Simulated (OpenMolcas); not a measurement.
**Predicting a hybrid from its neighbours: C6H10O (cyclohexanone)**

C6H10O has 17 atoms, charge 0, and is taken as a singlet. As SMILES, `O=C1CCCCC1`. The coordinates come from a PBE0-D4/def2-TZVP relaxation. This is one conformer, not always the lowest.

The HOMO–LUMO gap y, in eV, basis 6-31G(d); a is the functional's share of exact exchange. Programs: OpenMolcas 26.06.

```
functional     program     a  y (eV)
       PBE  OpenMolcas     0    3.84
    revPBE  OpenMolcas     0    3.87
     B3LYP  OpenMolcas   0.2       ?
      PBE0  OpenMolcas  0.25    6.62
     BHLYP  OpenMolcas   0.5    9.46
```

Fit y = c + s·a to the known rows and predict B3LYP.


1. Means of the 4 rows: a = 0.1875, y = 5.947.
2. Σ(Δa)² = 0.17188, Σ(Δa·Δy) = 1.9244, so the slope is 1.9244/0.17188 = 11.196.
3. Intercept: 5.947 − (11.196) × 0.1875 = 3.848. The largest residual of the fit is 0.027.
4. B3LYP: 3.848 + (11.196) × 0.2 = 6.09 eV.

The run gave 6.11 eV, so the prediction is off by -0.02 eV, within the scatter of the fit. Exact exchange lowers occupied levels and raises empty ones.

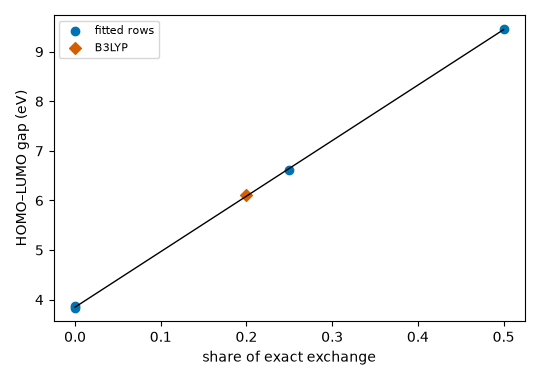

The fitted line, with the withheld row.
